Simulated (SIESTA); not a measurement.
Band structure of TiB₂ (P6/mmm, 3 atoms in the cell).

```
CELL_PARAMETERS angstrom
      3.02593     0.00000     0.00000
     -1.51296     2.62053     0.00000
      0.00000     0.00000     3.22877
ATOMIC_POSITIONS crystal
  Ti 0.00000 0.00000 0.00000
  B  0.33333 0.66667 0.50000
  B  0.66667 0.33333 0.50000
```

Computed with GGA PBE, numerical atomic orbitals DZP, PseudoDojo PBE standard norm-conserving potentials (rewritten from UPF to PSML) in SIESTA.

Settings: XC.functional = GGA; XC.authors = PBE; potentials = PseudoDojo PBE standard; PAO.BasisSize = DZP; PAO.EnergyShift = 0.01 Ry; MeshCutoff = 350 Ry; kgrid.MonkhorstPack = 8 8 7; OccupationFunction = MP; OccupationMPOrder = 0; ElectronicTemperature = 136 meV; MaxSCFIterations = 150; SCF.Mixer.Method = Pulay; SCF.Mixer.Weight = 0.2; SCF.Mixer.History = 6.

The starting cell comes from a database of computed structures (which also holds hypothetical and non-ambient phases and stackings), without a prior relaxation at this level. Spin polarisation is off. Values carry the incompleteness of an atom-centred basis.

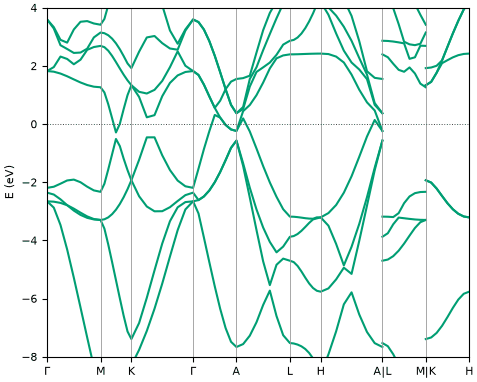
Bands along the path, energies from the Fermi level.

Levels in eV from the Fermi level, bands 6 to 11:
```csv
point,6,7,8,9,10,11
Γ,-2.66,-2.66,-2.36,-2.20,1.82,1.82
M,-9.22,-3.30,-3.30,-2.33,1.26,2.69
K,-8.30,-7.39,-1.93,-1.93,1.33,1.33
A,-7.67,-0.57,-0.57,-0.24,-0.24,0.37
L,-7.53,-4.70,-3.88,-3.18,2.40,2.86
H,-8.58,-5.77,-3.21,-3.21,2.42,4.20
```

Bands cross the Fermi level along this path, so the cell is metallic at this level.

Higher empty bands are left out: an atom-centred basis made for the valence describes them poorly.
